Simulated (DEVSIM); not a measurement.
Structure: abrupt Ge n-p junction, at 300 K.

```csv
layer (left to right),material,thickness (μm),Nd (cm⁻³),Na (cm⁻³),τn (s),τp (s)
1,Ge,0.840,2.3e16,-,0.00012,0.00012
2,Ge,3.40,-,1.2e15,0.00012,0.00012
```

Left contact: ohmic. Right contact: ohmic. Voltage is applied to the left contact. Recombination: SRH at mid-gap, radiative. Mobility is constant in doping.

Constants are typed, rounded textbook-type inputs, not results; the design itself was drawn at random and stands for no fabricated device. Values at 300 K.

```
parameter           Ge
-------------  -------
gap (eV)         0.664
affinity (eV)        4
permittivity        16
Nc (cm⁻³)      1.04e19
Nv (cm⁻³)         6e18
μn (cm²/Vs)       3900
μp (cm²/Vs)       1900
B (cm³/s)      6.4e-14
```

DEVSIM, 1D drift-diffusion, Boltzmann statistics, complete ionisation; no tunnelling, impact ionisation, image-force lowering or self-heating.

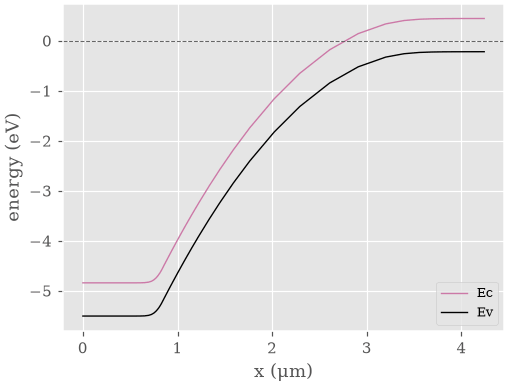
Figure: Band edges at 5.0 V on the left contact

Energies count from the Fermi level of the right contact; mesh points crowd at the junctions.

| x (μm) | Ec (eV) | Ev (eV) | n (cm⁻³) | p (cm⁻³) | field (V/cm) |
|---|---|---|---|---|---|
| 0.000 | -4.842 | -5.506 | 2.3e16 | 1.9e10 | ≈ 0 |
| 0.02168 | -4.842 | -5.506 | 2.3e16 | 1.8e10 | ≈ 0 |
| 0.05850 | -4.842 | -5.506 | 2.3e16 | 1.7e10 | ≈ 0 |
| 0.1299 | -4.842 | -5.506 | 2.3e16 | 1.5e10 | ≈ 0 |
| 0.3228 | -4.842 | -5.506 | 2.3e16 | 1.0e10 | ≈ 0 |
| 0.5503 | -4.842 | -5.506 | 2.3e16 | 4.1e9 | 51 |
| 0.6951 | -4.828 | -5.492 | 1.3e16 | 8.9e8 | 4100 |
| 0.7895 | -4.709 | -5.373 | 1.3e14 | 2.7e8 | 24000 |
| 0.8228 | -4.615 | -5.279 | 3.6e12 | 2.1e8 | 32000 |
| 0.8420 | -4.548 | -5.212 | 2.7e11 | 1.9e8 | 37000 |
| 0.8659 | -4.461 | -5.125 | 1.3e10 | 1.9e8 | 36000 |
| 0.9326 | -4.221 | -4.885 | 3.8e9 | 2.0e8 | 35000 |
| 1.038 | -3.854 | -4.518 | 4.0e9 | 2.1e8 | 34000 |
| 1.223 | -3.249 | -3.913 | 4.3e9 | 2.2e8 | 32000 |
| 1.763 | -1.742 | -2.406 | 5.5e9 | 2.9e8 | 24000 |
| 2.608 | -0.181 | -0.845 | 1.0e10 | 5.7e8 | 13000 |
| 3.394 | 0.404 | -0.260 | 4.3e10 | 2.5e14 | 2300 |
| 3.807 | 0.441 | -0.223 | 1.6e11 | 1.1e15 | 180 |
| 4.068 | 0.443 | -0.221 | 2.8e11 | 1.2e15 | 31 |
| 4.157 | 0.444 | -0.220 | 3.2e11 | 1.2e15 | 20 |
| 4.208 | 0.444 | -0.220 | 3.5e11 | 1.2e15 | 17 |
| 4.240 | 0.444 | -0.220 | 3.6e11 | 1.2e15 | 17 |
